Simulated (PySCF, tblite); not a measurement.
# C4H4S: excited states

Wanted: excited states for C4H4S (`C=C=CC=S`).

Programs: tblite 0.8.0 and PySCF 2.14.0, with routines of our own; each step states its level. All values are computed. Atoms count from 0.

## 1. The starting structure

9 atoms, charge 0, multiplicity 1; geometry from: force field or distance geometry start.

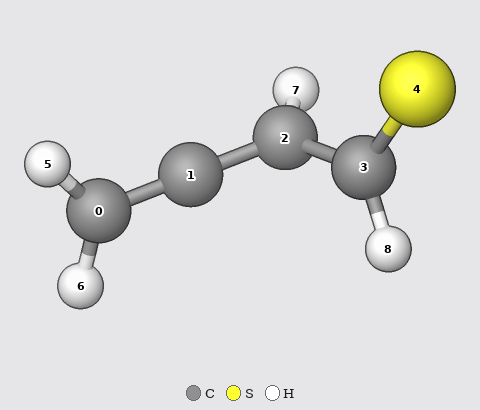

The starting geometry (carbon grey, sulfur yellow, hydrogen white).

## 2. Geometry optimisation with GFN2-xTB

The job: settings as JSON, then the geometry in Å.

```
{"job": {"kind": "relax", "xc": "GFN2-xTB", "basis": "xTB"}, "charge": 0, "multiplicity": 1}
C     -1.834800     0.342900    -0.200100
C     -0.561500     0.449900    -0.048700
C      0.741700     0.518800     0.122900
C      1.458000    -0.726800     0.024800
S      2.164400    -1.492000     1.267900
H     -2.430100     0.180800     0.675700
H     -2.202500     0.439900    -1.211300
H      1.153700     1.485900     0.300800
H      1.524600    -1.193400    -0.957200
```

Command:

```
> OMP_NUM_THREADS=1 python excited_run.py task.json out
```

The driver reads the jobs from task.json and runs them one after another.

The program printed:

```text
step      E/eV     max force
  0    -373.52320    1.836
  1    -373.54672    2.367
  2    -373.57685    0.890
  3    -373.59850    0.560
  4    -373.63188    0.404
  5    -373.64931    0.357
  6    -373.65544    0.301
  7    -373.66335    0.234
  8    -373.67119    0.309
  9    -373.68122    0.321
 10    -373.69030    0.278
 11    -373.69890    0.345
 12    -373.70937    0.329
 13    -373.72155    0.381
 14    -373.73402    0.394
 15    -373.74957    0.446
 16    -373.77234    0.509
 17    -373.80499    0.549
 18    -373.84054    0.562
 19    -373.85873    0.563
 20    -373.85082    1.066
 21    -373.87934    0.378
 22    -373.88571    0.282
 23    -373.90493    0.351
 24    -373.91647    0.340
 25    -373.92935    0.311
 26    -373.93841    0.253
 27    -373.94831    0.278
 28    -373.95863    0.297
 29    -373.96357    0.651
 30    -373.97531    0.272
 31    -373.98367    0.247
 32    -373.99377    0.239
 33    -373.99963    0.235
 34    -374.00749    0.253
 35    -374.01363    0.244
 36    -374.01909    0.282
 37    -374.02106    0.245
 38    -374.02337    0.147
 39    -374.02444    0.115
 40    -374.02564    0.097
 41    -374.02677    0.101
 42    -374.02868    0.142
 43    -374.03035    0.147
 44    -374.03163    0.114
 45    -374.03233    0.071
 46    -374.03276    0.045
 47    -374.03296    0.038
 48    -374.03304    0.027
 49    -374.03309    0.019
 50    -374.03315    0.022
 51    -374.03319    0.021
 52    -374.03322    0.018
 53    -374.03325    0.015
 54    -374.03329    0.018
 55    -374.03334    0.019
 56    -374.03338    0.015
 57    -374.03340    0.011
 58    -374.03341    0.010
```

It took 0.32 s on 1 thread of Arm Neoverse N1, shared host.

The steps of the relaxation: (not every step is listed)

```csv
step,energy from step 0 (eV),largest force (eV/Å)
0,0.0000,1.8356
1,-0.0235,2.3670
2,-0.0537,0.8902
3,-0.0753,0.5597
4,-0.1087,0.4037
5,-0.1261,0.3571
6,-0.1322,0.3009
7,-0.1402,0.2344
8,-0.1480,0.3095
12,-0.1862,0.3294
16,-0.2491,0.5090
20,-0.3276,1.0656
24,-0.3933,0.3397
28,-0.4354,0.2969
32,-0.4706,0.2390
36,-0.4959,0.2824
40,-0.5024,0.0967
44,-0.5084,0.1138
48,-0.5098,0.0268
52,-0.5100,0.0177
53,-0.5101,0.0147
54,-0.5101,0.0181
55,-0.5101,0.0193
56,-0.5102,0.0147
57,-0.5102,0.0114
58,-0.5102,0.0100
```

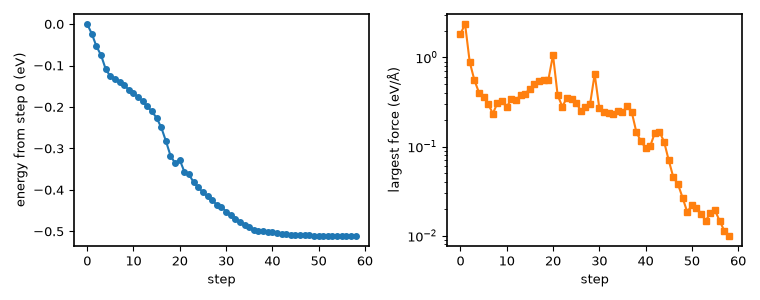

Energy and largest force along the relaxation.

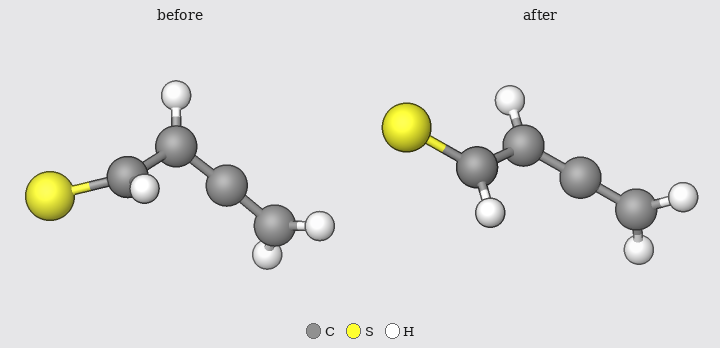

The geometry before (left) and after (right).

Distances of close pairs at the start and the end, largest changes first:

```csv
bond,before (Å),after (Å),change (Å)
C2–H7,1.066,1.083,+0.016
C2–C3,1.440,1.427,-0.013
C0–H5,1.071,1.079,+0.008
C3–S4,1.622,1.629,+0.007
C3–H8,1.089,1.086,-0.003
C0–H6,1.080,1.079,-0.002
C0–C1,1.287,1.288,+0.001
C1–C2,1.316,1.315,-0.001
```

The final coordinates are the input of the step that follows.

## 3. Infrared spectrum with GFN2-xTB

The job: settings as JSON, then the geometry in Å.

```
{"job": {"kind": "ir", "xc": "GFN2-xTB", "basis": "xTB"}, "charge": 0, "multiplicity": 1}
C     -1.856944     0.431051    -0.374533
C     -0.620339     0.395987    -0.016605
C      0.644318     0.348854     0.341789
C      1.479536    -0.783870     0.104410
S      3.049838    -0.846796     0.533368
H     -2.650090     0.104813     0.279913
H     -2.159730     0.798426    -1.342546
H      1.098379     1.195924     0.840157
H      1.028594    -1.638394    -0.391132
```

The program printed:

```text
mode    cm-1     km/mol
  1      97.0      1.26
  2     135.5      0.30
  3     328.0      3.25
  4     329.6      6.07
  5     491.8      2.23
  6     494.9      3.82
  7     790.6      0.87
  8     845.1     51.22
  9     879.5     22.73
 10     929.4      0.22
 11    1008.5      1.12
 12    1113.1      5.82
 13    1179.6     61.57
 14    1220.1      0.03
 15    1328.1    103.70
 16    1418.1     49.58
 17    2040.9    496.49
 18    2986.2     17.89
 19    3047.3      5.53
 20    3069.3      1.40
 21    3074.0      1.42
```

Run time: 0.23 s. Hardware: 1 thread of Arm Neoverse N1, shared host.

Which atoms move in the most intense modes:

```csv
cm⁻¹,km/mol,atoms
330,6.1,"S4 31 %, C3 24 %, C1 15 %, C0 10 %"
845,51.2,"H5 38 %, H6 38 %, C0 21 %"
880,22.7,"H7 49 %, H5 12 %, H6 12 %, H8 11 %"
1180,61.6,"H7 49 %, C3 37 %"
1328,103.7,"H5 26 %, H6 25 %, C3 16 %, H8 13 %"
1418,49.6,"C2 34 %, C0 20 %, H6 13 %, H5 13 %"
2041,496.5,"C1 68 %, C0 19 %, C2 12 %"
2986,17.9,H8 92 %
```

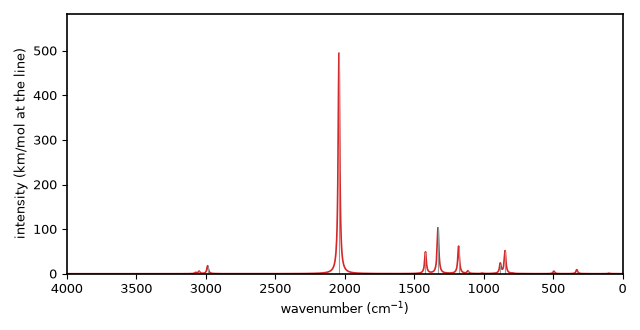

The infrared spectrum from these modes, unscaled. Lines are broadened to a width of 14 cm⁻¹ (Lorentzian).

## 4. Excited states: TDA PBE0/def2-SVPD

Settings changed since step 3:

```diff
@@ -1,2 +1,2 @@
-{"job": {"kind": "ir", "xc": "GFN2-xTB", "basis": "xTB"}, "charge": 0, "multiplicity": 1}
+{"job": {"kind": "states", "xc": "PBE0", "basis": "def2-SVPD", "tda": true, "soc": true, "nstates": 6, "ntriplets": 4, "nquad": 4}, "charge": 0, "multiplicity": 1}
 C     -1.856944     0.431051    -0.374533
```

With the program's defaults for keys left out, this is: TDA PBE0/def2-SVPD excited states, vertical, gas phase, spin-orbit mean-field couplings.

The program printed:

```text
coarse grid: 8448 points
cycle   1  E = -552.2923992485  dE =  6.515e-01  |g| = 2.883e-01  |ddm| = 7.838e+00
cycle   2  E = -552.2468929848  dE =  4.551e-02  |g| = 4.936e-01  |ddm| = 1.989e+00
cycle   3  E = -552.3197134064  dE = -7.282e-02  |g| = 1.012e-01  |ddm| = 9.419e-01
cycle   4  E = -552.3226826978  dE = -2.969e-03  |g| = 2.481e-02  |ddm| = 2.520e-01
cycle   5  E = -552.3228431233  dE = -1.604e-04  |g| = 1.095e-02  |ddm| = 9.232e-02
cycle   6  E = -552.3228744545  dE = -3.133e-05  |g| = 1.920e-03  |ddm| = 2.356e-02
cycle   7  E = -552.3228755715  dE = -1.117e-06  |g| = 9.039e-04  |ddm| = 5.526e-03
final grid: 78072 points
cycle   8  E = -552.3828571355  dE = -3.270e-06  |g| = 8.660e-03  |ddm| = 9.281e-02
cycle   9  E = -552.3827853039  dE =  7.183e-05  |g| = 1.709e-02  |ddm| = 4.082e-02
cycle  10  E = -552.3828798056  dE = -9.450e-05  |g| = 1.853e-03  |ddm| = 3.015e-02
cycle  11  E = -552.3828807024  dE = -8.968e-07  |g| = 2.873e-04  |ddm| = 3.239e-03
cycle  12  E = -552.3828807307  dE = -2.827e-08  |g| = 1.065e-04  |ddm| = 8.728e-04
cycle  13  E = -552.3828807336  dE = -2.920e-09  |g| = 2.742e-05  |ddm| = 2.279e-04
cycle  14  E = -552.3828807338  dE = -2.021e-10  |g| = 9.793e-06  |ddm| = 7.645e-05
converged SCF energy = -552.3828807338

Singlet excitations
state   eV       nm        f     d(h-e)  d(exc)  Lambda  PR(NTO)  |dmu|/D   mu/D   main configurations
  1   2.2260   557.0   0.00001   1.355   2.885   0.462   1.001    2.797    1.025   H->L 0.99
  2   4.5629   271.7   0.00029   2.221   3.512   0.384   1.016    5.437    9.188   H-2->L 0.98
  3   5.0996   243.1   0.17726   2.657   4.281   0.393   1.626    5.736    2.081   H->L+1 0.73, H-1->L 0.23
  4   5.2722   235.2   0.75148   0.467   3.573   0.632   1.874    0.760    3.186   H-1->L 0.62, H->L+1 0.26
  5   5.6705   218.6   0.00007   1.865   3.424   0.431   1.029                     H-1->L+1 0.96
  6   5.8324   212.6   0.00078   2.713   3.752   0.269   1.025                     H->L+3 0.62, H->L+2 0.35

Triplet excitations (Tamm-Dancoff)
state   eV     d(h-e)  d(exc)  Lambda  PR(NTO)   main configurations
  1   1.7221   1.302   2.821   0.461   1.003   H->L 0.98
  2   2.4762   0.186   2.875   0.823   1.037   H-1->L 0.96
  3   4.2556   2.050   3.417   0.386   1.025   H-2->L 0.95
  4   4.6930   0.051   2.353   0.764   2.200   H-3->L 0.60, H-2->L+1 0.17, H-1->L+3 0.10
S1 - T1 = 0.5039 eV

Spin-orbit couplings |<S|Hso|T>| (cm-1)
             T1       T2       T3       T4
S0      155.404    0.314   32.256    6.974
S1        0.233  117.711   26.873   51.908
S2       20.777   18.376    0.617    4.046
S3       50.686    0.279   13.245    4.583
S4       95.784    0.260   15.673    4.073
S5        1.949   14.595    0.226   13.559
S6       11.078    8.384    0.607   37.506
T1 sublevels (cm-1): 0.000 0.026 3.768   radiative rates (1/s): 3.16 0.0105 7.76e+03
```

Run time: 15 s. Hardware: 1 thread of Arm Neoverse N1, shared host; peak memory 0.52 GiB.

From this job:

```csv
quantity,value
S1 less T1,0.50 eV
```

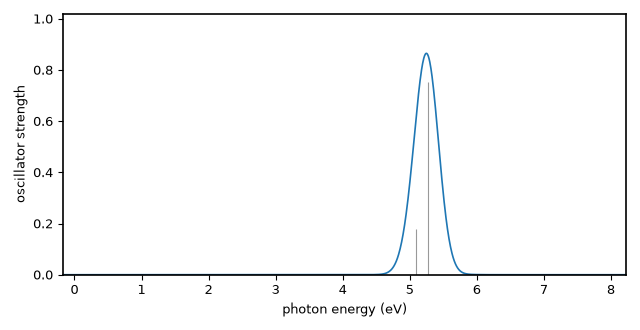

Absorption lines of the singlets. Lines are broadened to a width of 0.40 eV (Gaussian).

## 5. Excited states: TDDFT CAM-B3LYP/def2-SVPD

Settings changed since step 4:

```diff
@@ -1,2 +1,2 @@
-{"job": {"kind": "states", "xc": "PBE0", "basis": "def2-SVPD", "tda": true, "soc": true, "nstates": 6, "ntriplets": 4, "nquad": 4}, "charge": 0, "multiplicity": 1}
+{"job": {"kind": "states", "xc": "CAM-B3LYP", "basis": "def2-SVPD", "tpa": true, "nstates": 6, "nquad": 5, "ntriplets": 0}, "charge": 0, "multiplicity": 1}
 C     -1.856944     0.431051    -0.374533
```

Method: TDDFT CAM-B3LYP/def2-SVPD excited states, vertical, gas phase, two-photon moments by quadratic response.

The program printed:

```text
coarse grid: 8448 points
cycle   1  E = -552.5062569472  dE =  7.595e-01  |g| = 3.512e-01  |ddm| = 8.068e+00
cycle   2  E = -552.4770458929  dE =  2.921e-02  |g| = 5.282e-01  |ddm| = 1.757e+00
cycle   3  E = -552.5558687485  dE = -7.882e-02  |g| = 4.395e-02  |ddm| = 8.857e-01
cycle   4  E = -552.5565103043  dE = -6.416e-04  |g| = 2.568e-02  |ddm| = 1.624e-01
cycle   5  E = -552.5567198008  dE = -2.095e-04  |g| = 9.561e-03  |ddm| = 8.638e-02
cycle   6  E = -552.5567500759  dE = -3.028e-05  |g| = 2.740e-03  |ddm| = 2.471e-02
cycle   7  E = -552.5567542972  dE = -4.221e-06  |g| = 1.145e-03  |ddm| = 1.363e-02
final grid: 78072 points
cycle   8  E = -552.6263973774  dE = -1.779e-05  |g| = 2.661e-03  |ddm| = 1.258e-01
cycle   9  E = -552.6263965386  dE =  8.387e-07  |g| = 3.256e-03  |ddm| = 1.167e-02
cycle  10  E = -552.6263995778  dE = -3.039e-06  |g| = 4.684e-04  |ddm| = 5.645e-03
cycle  11  E = -552.6263996368  dE = -5.896e-08  |g| = 1.467e-04  |ddm| = 1.113e-03
cycle  12  E = -552.6263996429  dE = -6.094e-09  |g| = 6.939e-05  |ddm| = 5.002e-04
cycle  13  E = -552.6263996443  dE = -1.442e-09  |g| = 1.788e-05  |ddm| = 1.635e-04
cycle  14  E = -552.6263996444  dE = -1.446e-10  |g| = 8.078e-06  |ddm| = 6.795e-05
converged SCF energy = -552.6263996444

Singlet excitations
state   eV       nm        f     d(h-e)  d(exc)  Lambda  PR(NTO)  |dmu|/D   mu/D   delta(TPA)   sigma/GM   main configurations
  1   2.2669   546.9   0.00001   1.187   2.735   0.458   1.004    2.860    0.878        0.48      0.001   H->L 0.97
  2   4.8161   257.4   0.64982   0.543   3.027   0.780   1.227    1.742    5.402      251.59      2.138   H-1->L 0.95
  3   4.8973   253.2   0.00044   1.888   3.304   0.384   1.035    5.441    9.118        0.00      0.000   H-2->L 0.93
  4   5.8398   212.3   0.00002   1.577   3.210   0.434   1.022    4.379    0.801        0.04      0.001   H-1->L+1 0.89
  5   6.0284   205.7   0.01105   2.695   4.128   0.267   1.018    5.326    2.059       12.93      0.172   H->L+1 0.87
  6   6.4657   191.8   0.00140   1.862   3.318   0.398   1.872                                            H->L+3 0.58, H-4->L 0.36
```

Run time: 20 s. Hardware: 1 thread of Arm Neoverse N1, shared host; peak memory 0.56 GiB.

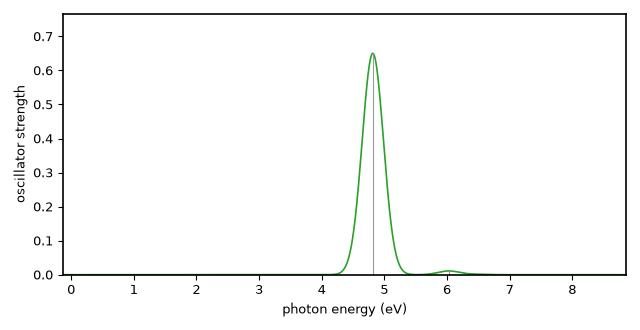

Absorption lines of the singlets. Lines are broadened to a width of 0.40 eV (Gaussian).

## 6. Outcome

| quantity | value |
| --- | --- |
| strongest single infrared mode (GFN2-xTB) | 2041 cm⁻¹, 496 km/mol |
| zero-point energy (GFN2-xTB) | 38.3 kcal/mol |
| S1 less T1 (step 4, TDA PBE0/def2-SVPD) | 0.50 eV |

**Reading.** No mode is imaginary among the 21: a minimum at this level. The strongest single mode, at 2041 cm⁻¹, moves mainly C1. GFN2-xTB is a fitted tight-binding method: band positions and strengths are rough. Its intensities can rank the bands wrongly. In step 4, the number of triplets below S1 is 1, and the largest singlet-triplet spin-orbit coupling is S0–T1, 155.40 cm⁻¹.
